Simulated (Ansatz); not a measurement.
# SnH3 (SMILES [SnH3]): levels of theory compared

Aim: a comparison of 6 runs (U-wB97M-V/STO-3G, UB3LYP/STO-3G, UBHLYP/STO-3G, UCAM-B3LYP/STO-3G, UPBE0/STO-3G, FCI/STO-3G) of SnH3. 

The calculation is run with Ansatz 0.2.0.

34 further runs of the same task are left out: 3 that didn't finish, 31 set aside as unsound or not needed.

### Step 1. Starting point

SnH3: 4 atoms, total charge 0, spin state doublet. As SMILES, `[SnH3]`. The H2–Sn1 distance was set to 2.144 Å, away from the relaxed value.

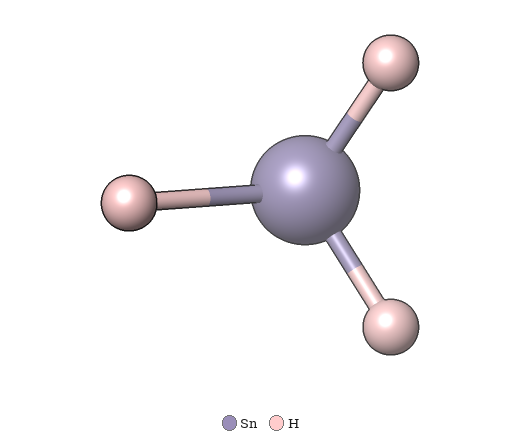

Viewed from a chosen angle; tin purple, hydrogen pink.

### Step 2. The energy at U-wB97M-V/STO-3G (run 1)

The input, run.yaml:

```yaml
crystal:
  periodic: [false, false, false]
  atoms:
    - {symbol: Sn, position_ang: [0.086453, -0.267249, -0.650045]}
    - {symbol: H, position_ang: [1.055200, 0.011000, 1.241700]}
    - {symbol: H, position_ang: [-1.318747, -1.227849, -0.442345]}
    - {symbol: H, position_ang: [-0.348647, 1.256851, -1.304645]}
basis:
  gaussian:
    orbitals: STO-3G
hamiltonian:
  xc: {name: wB97M-V}
magnetization:
  spin_polarized: true
  initial_magnetization: 1
accuracy: high
```

On the command line:

```bash
ansatz run run.yaml --threads 1 --pin off --max-ram 2610MiB --events-out events.jsonl --progress --plain --runs-dir runs
```

Output:

```text
Warning: RAYON_NUM_THREADS=1 ignored (pool sized by the plan → 1); use --threads N
Functional definition: wB97M-V
  name "wB97M-V"
  parameter omega = 0.3/bohr
  parameter cx = 0.15
  parameter cx01 = 1.007
  parameter cx10 = 0.259
  parameter css00 = 0.443
  parameter css04 = -1.437
  parameter css10 = -4.535
  parameter css20 = -3.390
  parameter css43 = 4.278
  parameter cos00 = 1.000
  parameter cos10 = 1.358
  parameter cos20 = 2.924
  parameter cos21 = -8.812
  parameter cos60 = -1.390
  parameter cos61 = 9.142
  parameter b = 6.0
  parameter c = 0.01
  gx(w, u) = 1 - cx + cx01*u + cx10*w
  gss(w, u) = css00 + css04*u^4 + css10*w + css20*w^2 + css43*w^4*u^3
  gos(w, u) = cos00 + cos10*w + (cos20 + cos21*u)*w^2 + (cos60 + cos61*u)*w^6
  exchange = spin_sum(e_x_unif_sr(omega)*gx(b97_w, b97_u_x)) + cx*exact_x_sr(omega) + exact_x_lr(omega)
  correlation = spin_sum(e_c_pw_mod_same_spin*gss(b97_w, b97_u_same))
      + integral(e_c_pw_mod_opposite_spin*gos(b97_w_opposite, b97_u_opposite)) + vv10(b, c)
518 factors; integrals over basis functions are off by at most 4.9e-9 eV
113 factors; integrals over basis functions are off by at most 9.5e-10 eV
mean field evaluation 1: about -162372.8250 eV, gradient 5.2e0 eV
mean field evaluation 2: about -162373.2399 eV, gradient 1.9e0 eV
mean field evaluation 4: about -162373.3079 eV, gradient 1.7e-1 eV
mean field evaluation 8: about -162373.2281 eV, gradient 6.9e-3 eV
mean field evaluation 16: about -162373.2281 eV, gradient 3.5e-6 eV
mean field -162373.22805624 eV, -5967.1060705398 hartree, gradient 2.2e-8 eV, S^2 0.750168; 0 other end points of the search recorded, 0 dependent functions left out
reference -162373.22805864 eV, -5967.1060706281 hartree; 27, 26 occupied and 3, 4 virtual orbitals, 518 factors
Total energy: -162373.22805864 eV, -5967.1060706281 hartree
```

It took 26 s on 1 thread of Arm Neoverse V1, shared host; peak memory 0.46 GiB.

### Step 3. The energy at UB3LYP/STO-3G (run 2)

The input, molecule.yaml:

```yaml
crystal:
  periodic: [false, false, false]
  atoms:
    - {symbol: Sn, position_ang: [0.086453, -0.267249, -0.650045]}
    - {symbol: H, position_ang: [1.055200, 0.011000, 1.241700]}
    - {symbol: H, position_ang: [-1.318747, -1.227849, -0.442345]}
    - {symbol: H, position_ang: [-0.348647, 1.256851, -1.304645]}
basis:
  gaussian: {orbitals: STO-3G}
magnetization: {spin_polarized: true, initial_magnetization: 1}
hamiltonian: {xc: {name: B3LYP}}
accuracy: high
```

On the command line:

```bash
ansatz run molecule.yaml --threads 1 --pin off --max-ram 2610MiB --events-out events.jsonl --progress --plain --runs-dir runs
```

Output:

```text
Warning: RAYON_NUM_THREADS=1 ignored (pool sized by the plan → 1); use --threads N
Functional definition: B3LYP
  name "B3LYP"
  parameter a0 = 0.2
  parameter ax = 0.72
  parameter ac = 0.81
  exchange = (1 - a0 - ax)*slater_x + ax*b88_x + a0*exact_x
  correlation = (1 - ac)*vwn_rpa_c + ac*lyp_c
518 factors; integrals over basis functions are off by at most 4.9e-9 eV
mean field evaluation 1: about -162370.2897 eV, gradient 6.5e0 eV
mean field evaluation 2: about -162370.4339 eV, gradient 5.8e0 eV
mean field evaluation 4: about -162370.8522 eV, gradient 2.0e-1 eV
mean field evaluation 8: about -162370.7819 eV, gradient 6.0e-3 eV
mean field evaluation 16: about -162370.7819 eV, gradient 2.7e-7 eV
mean field -162370.78186574 eV, -5967.0161746971 hartree, gradient 6.4e-8 eV, S^2 0.750254; 0 other end points of the search recorded, 0 dependent functions left out
reference -162370.78189127 eV, -5967.0161756353 hartree; 27, 26 occupied and 3, 4 virtual orbitals, 518 factors
Total energy: -162370.78189127 eV, -5967.0161756353 hartree
```

Wall time 2.6 s (1 thread of Arm Neoverse V1, shared host); peak memory 0.14 GiB.

Runs 3 to 5 aren't shown in full; the table further down has their settings and results.

### Step 4. A single-point energy at FCI/STO-3G (run 6)

The input, job.yaml:

```yaml
basis:
  gaussian:
    orbitals: STO-3G
crystal:
  periodic: [false, false, false]
  atoms:
    - {symbol: Sn, position_ang: [0.086453, -0.267249, -0.650045]}
    - {symbol: H, position_ang: [1.055200, 0.011000, 1.241700]}
    - {symbol: H, position_ang: [-1.318747, -1.227849, -0.442345]}
    - {symbol: H, position_ang: [-0.348647, 1.256851, -1.304645]}
magnetization:
  spin_polarized: true
  initial_magnetization: 1
correlation:
  method: fci
  frozen_orbitals: {H: 0, Sn: 18}
accuracy: high
```

On the command line:

```bash
ansatz run job.yaml --threads 1 --pin off --max-ram 2610MiB --events-out events.jsonl --progress --plain --runs-dir runs
```

Output:

```text
Warning: RAYON_NUM_THREADS=1 ignored (pool sized by the plan → 1); use --threads N
Functional definition: HF
  name "HF"
  exchange = exact_x
  correlation = 0
518 factors; integrals over basis functions are off by at most 4.9e-9 eV
mean field evaluation 1: about -162313.5317 eV, gradient 5.1e0 eV
mean field evaluation 2: about -162313.5220 eV, gradient 5.1e0 eV
mean field evaluation 4: about -162314.0356 eV, gradient 6.1e-1 eV
mean field evaluation 8: about -162314.0622 eV, gradient 4.4e-2 eV
mean field evaluation 16: about -162312.1149 eV, gradient 7.5e0 eV
mean field -162314.06070859 eV, -5964.9317106188 hartree, gradient 3.9e-8 eV, S^2 0.759588; 2 other end points of the search recorded, 0 dependent functions left out
18 core orbitals not correlated: weight in the atoms' cores, before any rotation towards them, 1.000 or more for the frozen orbitals, at most 0.000 for the correlated occupied ones
reference -162314.04603248 eV, -5964.9311712818 hartree; 9, 8 occupied and 3, 4 virtual orbitals, 518 factors
state -162315.88970896 eV, -5964.9989251428 hartree
Total energy: -162315.88970896 eV, -5964.9989251428 hartree
```

It took 1.2 s on 1 thread of Arm Neoverse V1, shared host; peak memory 0.09 GiB.

### Step 5. All runs side by side

| run | level | frozen core orbitals | energy (Eh) | ⟨S²⟩ | wall time |
| --- | --- | --- | --- | --- | --- |
| 1 | U-wB97M-V/STO-3G | – | -5967.106071 | 0.750 | 26 s |
| 2 | UB3LYP/STO-3G | – | -5967.016176 | 0.750 | 2.6 s |
| 3 | UBHLYP/STO-3G | – | -5967.189656 | 0.750 | 2.7 s |
| 4 | UCAM-B3LYP/STO-3G | – | -5967.193622 | 0.750 | 3 s |
| 5 | UPBE0/STO-3G | – | -5966.729465 | 0.751 | 2.5 s |
| 6 | FCI/STO-3G | 18 | -5964.998925 | – | 1.2 s |

### Step 6. Outcome

| quantity | value |
| --- | --- |
| run 6: total energy | -5964.99893 Eh |
| run 6: correlation energy (18 core orbitals frozen) | -67.8 mEh |

What this shows: Totals of different functionals can't be ranked against each other. In runs 1, 2, 3, 4, 5, 6 the basis is minimal, so the values are rough. In runs 1, 2, 3, 4, 5, 6 relativity is left out where basis or elements ask for it. All runs together took 38 s, the longest 26 s.
